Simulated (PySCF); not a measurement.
# RuCl₂: relaxation and vibrations of the triplet

Where does triplet RuCl₂ go from a bent start, is the end point a minimum, and what are its modes, charges and moments?

Computed with PySCF 2.14.0. Level: PBE0, basis Ru def2-TZVP with ECP28, Cl def2-TZVP, scalar-relativistic core potentials, no spin–orbit coupling, density fitting.

**1. The system as given**

3 atoms, charge 0, spin multiplicity 3.

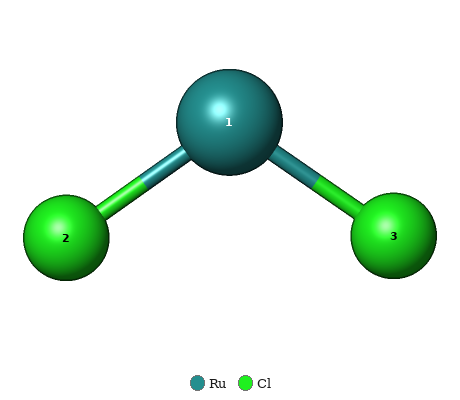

Start geometry, drawn with ruthenium teal, chlorine green; atoms are numbered from 1 in the order of the file.

Coordinates in bohr (charge 0 multiplicity 3):
```
Ru    0.0000    0.0000    0.0000
Cl    3.4675    0.0000    2.4279
Cl   -3.4675    0.0000    2.4279
```

**2. The SCF at the typed geometry**

The steps below are one call of a driver around PySCF. For each, scf.py gives the equivalent set-up of the SCF; relaxations use the driver's own optimiser. After this first run the driver tries any further starts and a stability analysis.

Contents of scf.py:

```python
from pyscf import gto, scf, dft
mol = gto.M(atom='''
Ru     0.000000     0.000000     0.000000
Cl     1.834900     0.000000     1.284800
Cl    -1.834900     0.000000     1.284800''',
    basis={'Ru': 'def2-TZVP', 'Cl': 'def2-TZVP'},
    ecp={'Ru': 'def2-TZVP'},
    charge=0, spin=2)
mf = dft.UKS(mol, xc='PBE0')
mf.grids.atom_grid = (50, 194)
aux = {'Ru': 'def2-universal-JKFIT', 'Cl': 'def2-universal-JKFIT'}
mf = mf.density_fit(auxbasis=aux)
mf.conv_tol = 1e-08
mf.diis_space = 10
mf.max_cycle = 60
mf.init_guess = 'minao'
mf.verbose = 4
mf.kernel()
```

Run with:

```sh
> OMP_NUM_THREADS=4 python axn.py task.json out
```

Log:

```text
init E= -1007.20881849696
[... the frontier-level lines of each cycle are left out ...]
cycle= 1 E= -1013.97444310167  delta_E= -6.77  |g|= 1.54  |ddm|= 2.91
cycle= 2 E= -1004.28821179906  delta_E= 9.69  |g|= 3.06  |ddm|= 6.93
cycle= 3 E= -1013.89470232197  delta_E= -9.61  |g|= 1.51  |ddm|= 6.94
cycle= 4 E= -1014.40552068014  delta_E= -0.511  |g|= 1.12  |ddm|= 0.288
cycle= 5 E= -1014.90402815188  delta_E= -0.499  |g|= 0.481  |ddm|= 0.593
cycle= 6 E= -1014.9925340552  delta_E= -0.0885  |g|= 0.18  |ddm|= 0.231
cycle= 7 E= -1015.00720598031  delta_E= -0.0147  |g|= 0.0924  |ddm|= 0.103
cycle= 8 E= -1015.01110401579  delta_E= -0.0039  |g|= 0.0174  |ddm|= 0.0591
cycle= 9 E= -1015.01131967249  delta_E= -0.000216  |g|= 0.00471  |ddm|= 0.0231
cycle= 10 E= -1015.01136797248  delta_E= -4.83e-05  |g|= 0.00268  |ddm|= 0.0108
cycle= 11 E= -1015.01140958983  delta_E= -4.16e-05  |g|= 0.00276  |ddm|= 0.00993
cycle= 12 E= -1015.01135584681  delta_E= 5.37e-05  |g|= 0.00245  |ddm|= 0.0134
cycle= 13 E= -1015.0112152535  delta_E= 0.000141  |g|= 0.00133  |ddm|= 0.0626
cycle= 14 E= -1015.01121110535  delta_E= 4.15e-06  |g|= 0.000641  |ddm|= 0.0145
cycle= 15 E= -1015.01121214216  delta_E= -1.04e-06  |g|= 0.000342  |ddm|= 0.00259
cycle= 16 E= -1015.01121218554  delta_E= -4.34e-08  |g|= 9.06e-05  |ddm|= 0.000349
cycle= 17 E= -1015.01121216283  delta_E= 2.27e-08  |g|= 2.43e-05  |ddm|= 0.00138
cycle= 18 E= -1015.01121216368  delta_E= -8.53e-10  |g|= 1.56e-05  |ddm|= 7.57e-05
Extra cycle  E= -1015.01121216322  delta_E= 4.62e-10  |g|= 3.72e-05  |ddm|= 3.95e-05
converged SCF energy = -1015.01121216322  <S^2> = 2.0122425  2S+1 = 3.0081506
```

This step, with its further starts and checks, ran for 17 s (4 threads of AMD EPYC 9R45 (Zen 5), shared host).

Energies from each starting density:

| start | energy (Eh) |
| --- | --- |
| the minimal-basis guess | -1015.011212 |
| a thermally smeared density | -1015.029459 |
| a smeared PBE density | -1015.029519 |

This is not the lowest solution: one lies 51.9 kJ/mol lower, at -1015.03097 Eh, and the relaxation starts from that.

**3. Relaxation: bent start, triplet**

The program finds C2v symmetry in the start, which this walk keeps.

Edit scf.py of step 2 so:

```diff
@@ -3,3 +3,3 @@
-Ru     0.000000     0.000000     0.000000
-Cl     1.834900     0.000000     1.284800
-Cl    -1.834900     0.000000     1.284800''',
+Ru     0.000000     0.000000    -0.522899
+Cl     1.834900     0.000000     0.761901
+Cl    -1.834900     0.000000     0.761901''',
@@ -16 +15,0 @@
-mf.init_guess = 'minao'
```

Steps of the walk:

```csv
step,energy (Eh),change (kJ/mol),largest symmetric gradient (Eh/bohr)
0,-1015.030971,0.00,0.02114
1,-1015.032876,-5.00,0.00888
2,-1015.033322,-6.17,0.00215
3,-1015.033439,-6.48,0.00232
4,-1015.033566,-6.81,0.00232
5,-1015.033711,-7.19,0.00237
6,-1015.033884,-7.65,0.00246
7,-1015.034102,-8.22,0.00259
8,-1015.034387,-8.97,0.00274
9,-1015.034773,-9.98,0.00285
10,-1015.035291,-11.34,0.00278
11,-1015.035937,-13.04,0.00336
12,-1015.036637,-14.87,0.00398
13,-1015.039033,-21.17,0.01383
14,-1015.039965,-23.61,0.00907
15,-1015.042362,-29.91,0.00639
16,-1015.042478,-30.21,0.00448
17,-1015.042620,-30.59,0.00035
18,-1015.042628,-30.61,0.00027
19,-1015.042631,-30.61,0.00003
```

The walk took 31 s.

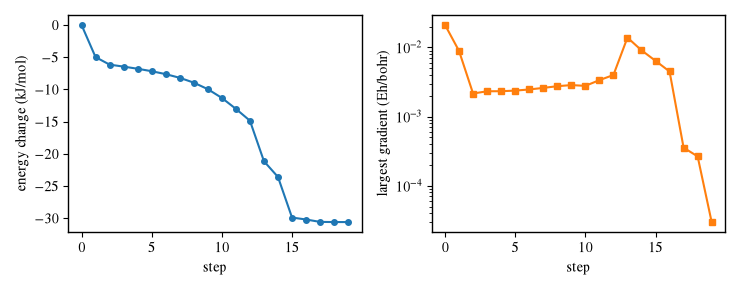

Energy and largest gradient along the walk.

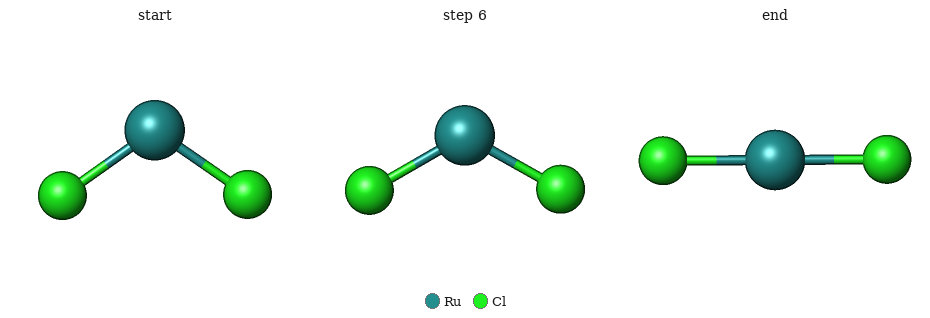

The geometry along the walk, at one scale.

It settles in D∞h symmetry, 30.6 kJ/mol below the start, after 19 steps: Ru–Cl 2.218 Å (×2); Cl–Ru–Cl 180.0°.

**4. Hessian and properties**

The point is checked on the finer grid, and tightened if its gradient asks for it. The Hessian and the dipole derivatives come from central differences of analytic gradients, with steps of 0.02 bohr.

Edit scf.py of step 3 so:

```diff
@@ -3,3 +3,3 @@
-Ru     0.000000     0.000000    -0.522899
-Cl     1.834900     0.000000     0.761901
-Cl    -1.834900     0.000000     0.761901''',
+Ru     0.000000     0.000000    -0.000000
+Cl     2.218098     0.000000    -0.000000
+Cl    -2.218098    -0.000000     0.000000''',
@@ -10 +10 @@
-mf.grids.atom_grid = (50, 194)
+mf.grids.atom_grid = (75, 302)
@@ -13 +13 @@
-mf.conv_tol = 1e-08
+mf.conv_tol = 1e-10
```

The driver hands on the density of the step before, so the log starts near convergence.

Log of the central SCF (cycles and frontier levels):

```text
init E= -1015.04264018055
[... the frontier-level lines of each cycle are left out ...]
cycle= 1 E= -1015.04264018055  delta_E= -1.14e-12  |g|= 4.52e-06  |ddm|= 7.31e-06
Extra cycle  E= -1015.04264018053  delta_E= 1.98e-11  |g|= 7.64e-06  |ddm|= 1.05e-05
converged SCF energy = -1015.04264018053  <S^2> = 2.9586621  2S+1 = 3.5825477
```

The whole step took 13 s.

Geometry: D∞h; Ru–Cl 2.218 Å (×2); Cl–Ru–Cl 180.0°.

Modes, for the most abundant isotopes:

| ω (cm⁻¹) | IR (km/mol) | μ (u) | type |
| --- | --- | --- | --- |
| 67 | 7.2 | 47.73 | bend |
| 70 | 6.2 | 47.73 | bend |
| 368 | 0.0 | 34.97 | stretch |
| 430 | 165 | 47.73 | stretch |

μ is the mass of the mode for normalised Cartesian displacements, not the reduced mass of the usual diatomic formula.

All wavenumbers are real: a minimum.

Here the density breaks the symmetry of the frame, and no labels are given; pairs that should be degenerate can split.

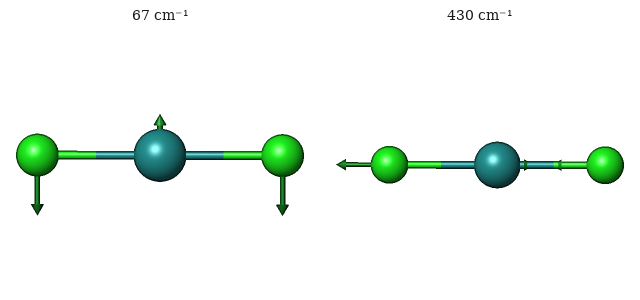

Displacements of 2 of the modes, as arrows (one member where a mode is degenerate).

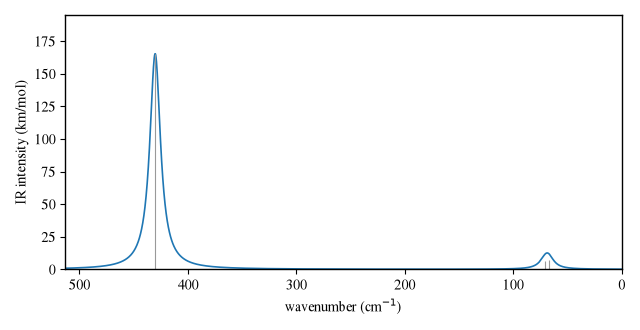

The harmonic infrared spectrum (widths in cm⁻¹). Lines are broadened to a width of 12 cm⁻¹ (Lorentzian).

Properties at this point:

```yaml
Dipole_moment: 0.00 D
Highest_occupied_level: -8.00 eV
Lowest_empty_level: -4.69 eV
Rotational_constants: 0.04899 cm⁻¹
Zero-point_energy: 5.6 kJ/mol
Principal_polarisabilities: 37.0, 39.4, 101.9 bohr³
Atomisation_energy_without_zero-point_energy: 666 kJ/mol
Principal_traceless_quadrupole_moments_about_the_centre_of_mass: -9.59, 4.27, 5.32 D Å
Entropy_at_298.15_K_and_1_bar_electronic_part_spin_only: 297.4 J/(mol K)
Heat_capacity_Cp_at_298.15_K: 57.9 J/(mol K)
Enthalpy_at_298.15_K_above_0_K: 14.49 kJ/mol
Rotational_symmetry_number: 2
Spin_squared_⟨S²⟩: 2.959
```

Populations by atom (charges in e):

| atom | Mulliken | Löwdin | polar tensor | spin (Mulliken) | Mayer order to Ru1 |
| --- | --- | --- | --- | --- | --- |
| Ru1 | 0.75 | 0.01 | 1.24 | 1.61 | – |
| Cl2,3 | -0.38 | -0.01 | -0.62 | 0.20 | 1.05 |

Mulliken populations on Ru1 (outside its core potential): s 2.42, p 6.22, d 6.60, f 0.01.

**5. Results**

| quantity | value |
| --- | --- |
| minimum | broken-symmetry (Ms = 1), D∞h |
| geometry | Ru–Cl 2.218 Å (×2); Cl–Ru–Cl 180.0° |
| wavenumbers (cm⁻¹) | 67, 70, 368, 430 |
| dipole moment | 0.00 D |
| highest occupied, lowest empty level (either spin) | -8.00, -4.69 eV |
| polar-tensor charge of Ru1 | +1.24 e |
| zero-point energy | 5.6 kJ/mol |
| entropy at 298.15 K | 297.4 J/(mol K) |
| atomisation energy (no zero-point energy) | 666 kJ/mol |
| ⟨S²⟩ | 2.959 |

What this shows: From C2v at the start the molecule goes to a D∞h minimum. The determinant is spin-contaminated (⟨S²⟩ = 2.96 against 2.00), so it is no pure spin state. In the infrared the band at 430 cm⁻¹ (stretch) leads. The dipole vanishes although Ru1 carries +1.2 e by the polar tensor: the bond dipoles cancel. The first SCF alone would have been 52 kJ/mol too high. Other starts or spin states, not run here, may lie lower. The SCF density has lower symmetry than the nuclear frame. One determinant may miss the lowest occupation of an open d or f shell.

The search up to here took 60 s.
